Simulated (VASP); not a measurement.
Band structure of Bi$_{2}$O$_{3}$ (space group P-3m1). Calculation: LDA (Ceperley-Alder, Perdew-Zunger), VASP's LDA PAW potentials (set 64) (plane waves; VASP).

Unless said otherwise, spin-orbit coupling is left out, though it shifts the bands of the heavy elements here.

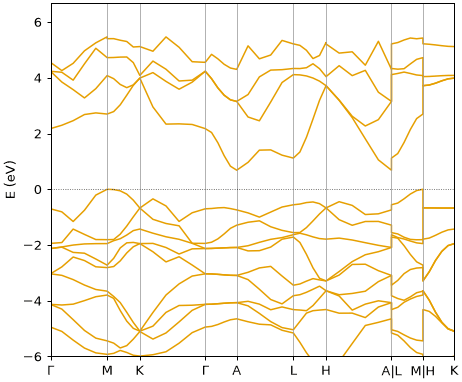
Figure: Bands along high-symmetry lines, zero at the valence-band maximum or, without a gap, the Fermi level

**Question.** Read the plot: is there a gap, and where are the band edges?

**Answer.** The gap is indirect, 0.68 eV, from the valence maximum at M to the conduction minimum at A.

The structure was generated: Bi2O3 was put into an ordered model structure, which need not be its known phase. The cell was not relaxed at this level.
